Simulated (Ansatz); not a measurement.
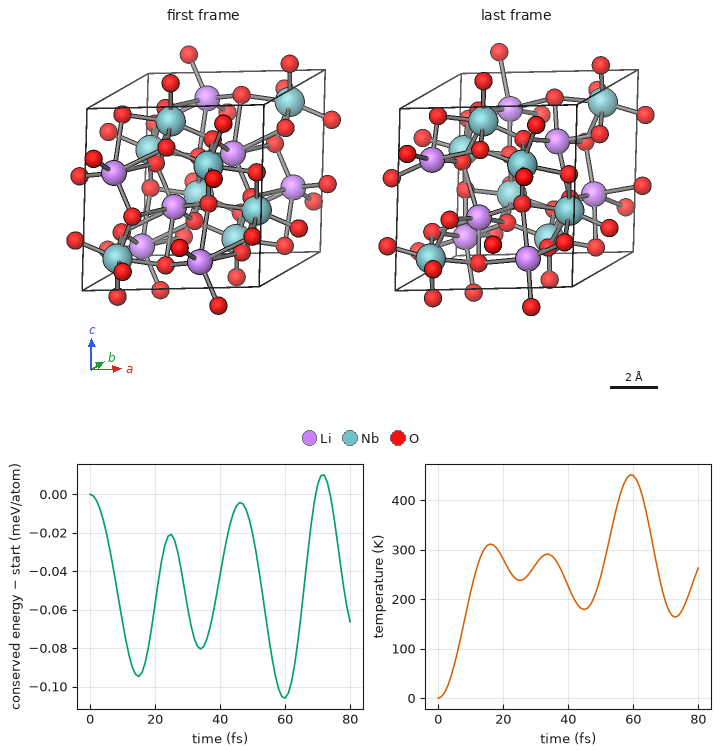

First-principles dynamics of LiNbO$_{3}$ with a Li vacancy (39 atoms in the cell, charge -1), 80 fs long. A ball-and-stick model of the simulation cell, seen slightly off an axis. Bonds to atoms that aren't drawn are left out.

Computed with DFT r2SCAN, scalar-relativistic, plane waves, PAW in Ansatz. Run with plane-wave cutoff 500 eV; k-point mesh 1 × 1 × 1; Fermi-Dirac smearing 0.05 eV; Nosé-Hoover thermostat (NVT); set temperature 500 K; time step 1 fs; atoms at rest at the start; thermostat time 100.0 fs.

Q: Is this trajectory numerically sound?

A: The conserved quantity stays between −0.11 and 0.01 meV per atom of its start. A straight-line fit has a slope that amounts to +0.007 meV per atom over 80 fs (under 0.1 % of the mean kinetic energy), its mean offset in the second half is 0.1 %, and the ripple about the line is 0.3 % of the kinetic energy's fluctuation. With a drift under 2 % and a ripple under 7 %, the integration is accurate. The atoms start at rest, so the thermostat has only the motion that the forces set off to work on. Over the second half the temperature averages 276 K (spread ±97 K). That is still far from the set 500 K: the thermostat hasn't settled it within this run. The potential energy in the second half lies on average 27.4 meV per atom below the first frame. That a heated cell lies below the ordered start is most likely an artefact of the coarse k-point mesh.

Limits of the set-up: the periodic images lie only 7.8 Å apart, so the values are limited by the cell's size; the cell is charged, on a uniform background, and energies carry no finite-size correction.
